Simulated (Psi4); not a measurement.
**A workflow on SiHF (SMILES F[SiH])**

We compute a structure relaxation (singlet SiHF, M06-2X/6-31G), then the energy (doublet SiHF+, UM06-2X/6-31G), then a structure relaxation (doublet SiHF+, UM06-2X/6-31G), then the energy (singlet SiHF, M06-2X/6-31G) of FHSi. 

The calculation is run with Psi4 1.11.

## 1. Starting point

SiHF: 3 atoms, total charge 0, spin state singlet. SMILES: `F[SiH]`. All atoms were displaced at random from a relaxed shape. The run starts from this shape.

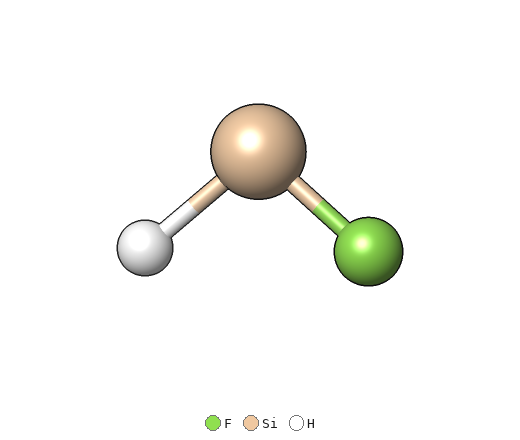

The structure, seen from a chosen angle (fluorine green, silicon light orange, hydrogen white).

## 2. A structure relaxation at M06-2X/6-31G (density fitting) (run 1)

The input, input.inp:

```
memory 1.6 GB

molecule geom {
  0 1
  F     -1.91792840     0.07138251    -1.15889344
  Si     0.41574920     1.13024331     0.36497603
  H      1.83554012    -1.48199504     0.89445462
  units au
}

set globals {
  basis 6-31G
}

optimize('m06-2x')
```

The run is started by

```bash
$ psi4 -n 1 input.inp input.out
```

input.out:

```text
[...]
  Running in cs symmetry.
[...]
  Nuclear repulsion =   48.873604738219917
[...]
  Multiplicity = 1
[...]
  Nalpha       = 12
  Nbeta        = 12
[...]
    Number of basis functions: 24
[...]
   @DF-RKS iter   1:  -389.74780995154634   -4.53994e-01   1.56893e-02 DIIS/ADIIS
[...]
   @DF-RKS iter   6:  -389.79172052382080   -9.66338e-13   6.93449e-09 DIIS
[...]
    Orbital Energies [Eh]
    ---------------------
    Doubly Occupied:
       1Ap   -67.084732     2Ap   -25.223650     3Ap    -5.628606
       1App   -3.935443     4Ap    -3.932512     5Ap    -3.928737
       6Ap    -1.293332     7Ap    -0.611840     8Ap    -0.504718
       2App   -0.489486     9Ap    -0.460425    10Ap    -0.301544
[...]
  @DF-RKS Final Energy:  -389.79172052382080
   => Energetics <=
    Nuclear Repulsion Energy =             45.8041052248436529
    One-Electron Energy =                -632.0745037829287867
    Two-Electron Energy =                 211.5450115360457346
    DFT Exchange-Correlation Energy =     -15.0663335017814219
    Empirical Dispersion Energy =           0.0000000000000000
    VV10 Nonlocal Energy =                  0.0000000000000000
    Total Energy =                       -389.7917205238207998
[...]
 Multipole Moments:
 ------------------------------------------------------------------------------------
     Multipole            Electronic (a.u.)      Nuclear  (a.u.)        Total (a.u.)
 ------------------------------------------------------------------------------------
 L = 1.  Multiply by 2.5417464519 to convert [e a0] to [Debye]
 Dipole X            :         -1.4260439            2.1586460            0.7326022
 Dipole Y            :          0.8859595           -0.7219932            0.1639663
 Dipole Z            :          0.0000000            0.0000000            0.0000000
 Magnitude           :                                                    0.7507269
[...]
  -Total Gradient:
     Atom            X                  Y                   Z
    ------   -----------------  -----------------  -----------------
       1        0.000007325013    -0.000136825254     0.000000000000
       2       -0.000249843699    -0.000199786375     0.000000000000
       3       -0.000103138415    -0.000136690302     0.000000000000
[...]
    Final optimized geometry and variables:
    Molecular point group: cs
    Full point group: Cs
    Geometry (in Bohr), charge = 0, multiplicity = 1:
    F           -1.842266773581    -0.651366300739     0.000000000000
    SI           1.162040038871     0.518799878800     0.000000000000
    H            2.470486463787    -2.122894787177     0.000000000000
    Psi4 run time: 0:00:11.70
[...]
```

On the terminal:

```text
Optimizer: Optimization complete!
```

It took 14 s on 1 thread of Intel Xeon at 2.60GHz (Ice Lake), shared host; peak memory 0.32 GiB.

The path in brief:

| step | energy from the first frame kept (eV) | largest force (eV/Å) |
| --- | --- | --- |
| 0 | 0.0000 | 4.9322 |
| 1 | -0.2581 | 1.3482 |
| 2 | -0.2841 | 0.3461 |
| 3 | -0.2857 | 0.0980 |
| 4 | -0.2858 | 0.0347 |
| 5 | -0.2858 | 0.0165 |

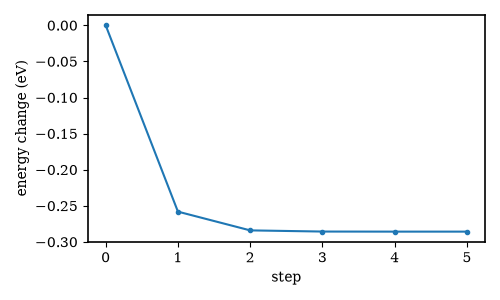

Energy along the run.

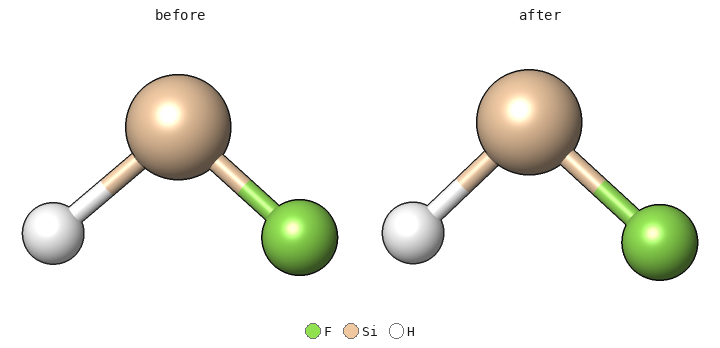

Before and after, at one scale.

After the run. Bond lengths: F1–Si2 1.706 Å, Si2–H3 1.560 Å. Angles: F1–Si2–H3 95.1°.

## 3. The doublet cation: the energy at UM06-2X/6-31G (density fitting) (run 2)

The input, fhsi.dat:

```
memory 1.6 GB

molecule system {
  1 2
  F     -1.071586     0.004400    -0.651196
  Si     0.260003     0.620252     0.219744
  H      0.929117    -0.770057     0.449833
}

set {
  basis     6-31G
  reference uks
}

energy('m06-2x')
```

The run is started by

```bash
$ psi4 -n 1 fhsi.dat fhsi.out
```

fhsi.out:

```text
[...]
  Running in cs symmetry.
[...]
  Nuclear repulsion =   45.804092649076992
[...]
  Multiplicity = 2
[...]
  Nalpha       = 12
  Nbeta        = 11
[...]
    Number of basis functions: 24
[...]
   @DF-UKS iter   1:  -389.36524112945665   -1.73174e-01   1.68410e-02 ADIIS/DIIS
[...]
   @DF-UKS iter   9:  -389.42736877671234   -3.35793e-08   9.60862e-07 DIIS
[...]
   @S^2 Observed:                7.578385043E-01
[...]
    Orbital Energies [Eh]
    ---------------------
    Alpha Occupied:
       1Ap   -67.449662     2Ap   -25.513277     3Ap    -5.985039
       4Ap    -4.291870     1App   -4.290914     5Ap    -4.287497
       6Ap    -1.575056     7Ap    -0.914251     8Ap    -0.793492
       2App   -0.758789     9Ap    -0.751263    10Ap    -0.641380
    Alpha Virtual:
       3App   -0.361916    11Ap    -0.236598    12Ap    -0.150242
      13Ap    -0.032251    14Ap     0.011707     4App    0.024450
      15Ap     0.081503    16Ap     0.657642     5App    1.046021
      17Ap     1.051718    18Ap     1.195812    19Ap     1.477092
[...]
  @DF-UKS Final Energy:  -389.42736877671234
   => Energetics <=
    Nuclear Repulsion Energy =             45.8040926490769920
    One-Electron Energy =                -624.5243977329919289
    Two-Electron Energy =                 204.1938902406951399
    DFT Exchange-Correlation Energy =     -14.9009539334926018
    Empirical Dispersion Energy =           0.0000000000000000
    VV10 Nonlocal Energy =                  0.0000000000000000
    Total Energy =                       -389.4273687767123420
[...]
 Multipole Moments:
 ------------------------------------------------------------------------------------
     Multipole            Electronic (a.u.)      Nuclear  (a.u.)        Total (a.u.)
 ------------------------------------------------------------------------------------
 L = 1.  Multiply by 2.5417464519 to convert [e a0] to [Debye]
 Dipole X            :         -0.1577348            2.1586465            2.0009117
 Dipole Y            :          1.3460646           -0.7219935            0.6240711
 Dipole Z            :          0.0000000            0.0000000            0.0000000
 Magnitude           :                                                    2.0959753
[...]
```

Wall time 3.9 s (1 thread of Intel Xeon at 2.60GHz (Ice Lake), shared host); peak memory 0.3 GiB.

## 4. The doublet cation: a geometry optimisation at UM06-2X/6-31G (density fitting) (run 3)

The input, calc.dat:

```
memory 1600 MB

molecule system {
  1 2
  F     -1.071586     0.004400    -0.651196
  Si     0.260003     0.620252     0.219744
  H      0.929117    -0.770057     0.449833
  symmetry c1
}

set {
  basis 6-31G
  reference uks
}

e_tot, wfn = opt('m06-2x', return_wfn=True)
```

The run is started by

```bash
$ psi4 calc.dat calc.out -n 1
```

calc.out:

```text
[...]
  Running in c1 symmetry.
[...]
  Nuclear repulsion =   45.804092649076992
[...]
  Multiplicity = 2
[...]
  Nalpha       = 12
  Nbeta        = 11
[...]
    Number of basis functions: 24
[...]
   @DF-UKS iter   1:  -389.36524112953424   -1.73174e-01   1.37863e-02 DIIS/ADIIS
[...]
   @DF-UKS iter   7:  -389.43537445031967   -1.08002e-12   6.94056e-09 DIIS
[...]
   @S^2 Observed:                7.556938795E-01
[...]
  @DF-UKS Final Energy:  -389.43537445031967
   => Energetics <=
    Nuclear Repulsion Energy =             47.1117318383521209
    One-Electron Energy =                -626.9011802268277052
    Two-Electron Energy =                 205.2640898074346296
    DFT Exchange-Correlation Energy =     -14.9100158692787961
    Empirical Dispersion Energy =           0.0000000000000000
    VV10 Nonlocal Energy =                  0.0000000000000000
    Total Energy =                       -389.4353744503197277
[...]
 Multipole Moments:
 ------------------------------------------------------------------------------------
     Multipole            Electronic (a.u.)      Nuclear  (a.u.)        Total (a.u.)
 ------------------------------------------------------------------------------------
 L = 1.  Multiply by 2.5417464519 to convert [e a0] to [Debye]
 Dipole X            :         -0.3907794            2.3777014            1.9869220
 Dipole Y            :          1.0708074           -0.8047824            0.2660249
 Dipole Z            :          0.0000000            0.0000000            0.0000000
 Magnitude           :                                                    2.0046517
[...]
  -Total Gradient:
     Atom            X                  Y                   Z
    ------   -----------------  -----------------  -----------------
       1       -0.000069471333    -0.000172576582     0.000000000000
       2       -0.000239142469     0.000068089338     0.000000000000
       3        0.000037804174     0.000306712823    -0.000000000000
[...]
    Final optimized geometry and variables:
    Molecular point group: c1
    Full point group: Cs
    Geometry (in Angstrom), charge = 1, multiplicity = 2:
    F           -0.989613869764    -0.194303526863     0.000000000000
    SI           0.617044891028     0.170057125355    -0.000000000000
    H            1.526121736553    -1.057940544617     0.000000000000
    Psi4 run time: 0:00:13.49
[...]
```

On the terminal:

```text
Optimizer: Optimization complete!
```

Run time: 15 s. Hardware: 1 thread of Intel Xeon at 2.60GHz (Ice Lake), shared host; peak memory 0.32 GiB.

Steps, from the record of the run:

| step | energy from the first frame kept (eV) | largest force (eV/Å) |
| --- | --- | --- |
| 0 | 0.0000 | 2.3799 |
| 1 | -0.1952 | 0.7415 |
| 2 | -0.2172 | 0.1716 |
| 3 | -0.2179 | 0.0304 |
| 4 | -0.2178 | 0.0159 |

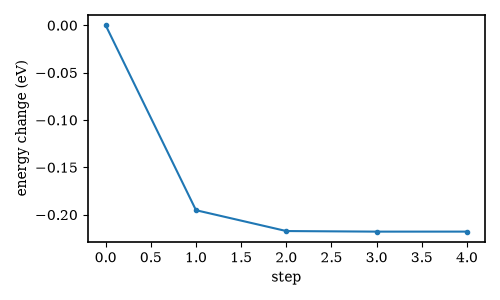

Energy along the run.

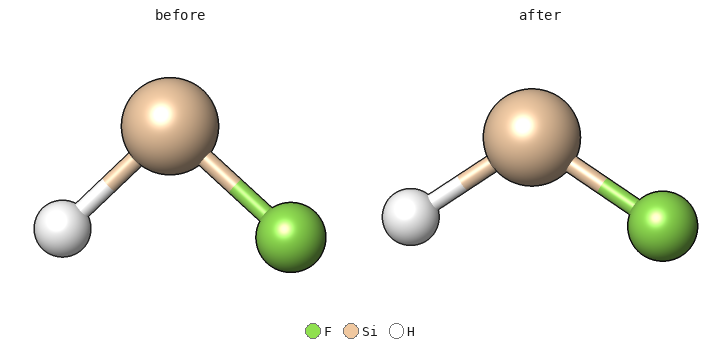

Before and after, at one scale.

After the run. Bond lengths: F1–Si2 1.647 Å, Si2–H3 1.528 Å. Angles: F1–Si2–H3 113.7°.

## 5. The energy at M06-2X/6-31G (density fitting) (run 4)

The input, fhsi.xyz:

```xyz
3
FHSi
F     -1.092271     0.153966    -0.645294
Si     0.267410     0.516341     0.211482
H      1.113433    -0.704966     0.567926
```

The input, calc.py:

```python
import psi4

psi4.set_memory(1600000000)
psi4.set_num_threads(1)
psi4.set_output_file('run.log', False)

with open('fhsi.xyz') as f:
    atoms = ''.join(f.readlines()[2:])
molecule = psi4.geometry('0 1\n' + atoms + 'symmetry c1')

psi4.set_options({
    'basis': '6-31G',
})

e, wfn = psi4.energy("M06-2X", return_wfn=True)
print('E =', round(e, 9))
for k, v in sorted(psi4.core.scalar_variables().items()):
    print(f'{k:45s} {v:18.10f}')
```

The run is started by

```bash
$ python calc.py
```

run.log:

```text
[...]
  Running in c1 symmetry.
[...]
  Nuclear repulsion =   47.111716719909850
[...]
  Multiplicity = 1
[...]
  Nalpha       = 12
  Nbeta        = 12
[...]
    Number of basis functions: 24
[...]
   @DF-RKS iter   1:  -389.74399034376989   -4.98520e-01   1.28978e-02 DIIS/ADIIS
[...]
   @DF-RKS iter   7:  -389.77937977429315   -2.25219e-09   4.25828e-07 DIIS
[...]
    Orbital Energies [Eh]
    ---------------------
    Doubly Occupied:
       1A    -67.082994     2A    -25.245355     3A     -5.628836
       4A     -3.935192     5A     -3.933033     6A     -3.928604
       7A     -1.324637     8A     -0.626004     9A     -0.528121
      10A     -0.515260    11A     -0.487721    12A     -0.281154
[...]
  @DF-RKS Final Energy:  -389.77937977429315
   => Energetics <=
    Nuclear Repulsion Energy =             47.1117167199098503
    One-Electron Energy =                -634.4154315316326347
    Two-Electron Energy =                 212.5970791673896656
    DFT Exchange-Correlation Energy =     -15.0727441299600766
    Empirical Dispersion Energy =           0.0000000000000000
    VV10 Nonlocal Energy =                  0.0000000000000000
    Total Energy =                       -389.7793797742932043
[...]
 Multipole Moments:
 ------------------------------------------------------------------------------------
     Multipole            Electronic (a.u.)      Nuclear  (a.u.)        Total (a.u.)
 ------------------------------------------------------------------------------------
 L = 1.  Multiply by 2.5417464519 to convert [e a0] to [Debye]
 Dipole X            :         -1.8010062            2.3777017            0.5766956
 Dipole Y            :          0.5400812           -0.8047828           -0.2647016
 Dipole Z            :         -0.0000000           -0.0000000           -0.0000000
 Magnitude           :                                                    0.6345429
[...]
```

The script printed:

```text
E = -389.779379774
CURRENT ENERGY                                   -389.7793797743
CURRENT REFERENCE ENERGY                         -389.7793797743
DD SOLVATION ENERGY                                 0.0000000000
DFT FUNCTIONAL TOTAL ENERGY                      -389.7793797743
DFT TOTAL ENERGY                                 -389.7793797743
DFT VV10 ENERGY                                     0.0000000000
DFT XC ENERGY                                     -15.0727441300
GRID ELECTRONS ALPHA                               12.0000006946
GRID ELECTRONS BETA                                12.0000006946
GRID ELECTRONS TOTAL                               24.0000013892
NUCLEAR REPULSION ENERGY                           47.1117167199
ONE-ELECTRON ENERGY                              -634.4154315316
PCM POLARIZATION ENERGY                             0.0000000000
PE ENERGY                                           0.0000000000
SCF ITERATION ENERGY                             -389.7793797743
SCF ITERATIONS                                      7.0000000000
SCF TOTAL ENERGY                                 -389.7793797743
TWO-ELECTRON ENERGY                               212.5970791674
XC GRID RADIAL POINTS                              75.0000000000
XC GRID SPHERICAL POINTS                          302.0000000000
XC GRID TOTAL POINTS                            65423.0000000000
```

Run time: 3.3 s. Hardware: 1 thread of Intel Xeon at 2.60GHz (Ice Lake), shared host; peak memory 0.3 GiB.

## 6. Outcome

```
                                                               quantity          value
                           run 1, M06-2X/6-31G: total energy at the end  -389.79172 Eh
                                     run 1, M06-2X/6-31G: dipole moment         1.91 D
                                       run 1, M06-2X/6-31G: HOMO energy       -8.21 eV
                                       run 1, M06-2X/6-31G: LUMO energy       -2.11 eV
                                     run 1, M06-2X/6-31G: HOMO–LUMO gap        6.10 eV
                                    doublet cation, run 2: total energy  -389.42737 Eh
              doublet cation, run 2: HOMO energy (highest over α and β)      -17.45 eV
               doublet cation, run 2: LUMO energy (lowest over α and β)      -11.45 eV
                                            doublet cation, run 2: ⟨S²⟩          0.758
                         doublet cation, run 3: total energy at the end  -389.43537 Eh
              doublet cation, run 3: HOMO energy (highest over α and β)      -16.96 eV
               doublet cation, run 3: LUMO energy (lowest over α and β)      -10.97 eV
                                            doublet cation, run 3: ⟨S²⟩          0.756
                                      run 4, M06-2X/6-31G: total energy  -389.77938 Eh
                                     run 4, M06-2X/6-31G: dipole moment         1.61 D
                                       run 4, M06-2X/6-31G: HOMO energy       -7.65 eV
                                       run 4, M06-2X/6-31G: LUMO energy       -2.03 eV
                                     run 4, M06-2X/6-31G: HOMO–LUMO gap        5.62 eV
adiabatic ionisation energy (to the doublet cation, no zero-point term)       9.697 eV
```

In words: The adiabatic ionisation energy (to the doublet cation, no zero-point term) is 9.70 eV (936 kJ/mol). The optimisation (run 1, M06-2X/6-31G) took 6 steps and changed the energy by -0.286 eV. The optimisation (doublet cation, run 3) took 5 steps and changed the energy by -0.218 eV.
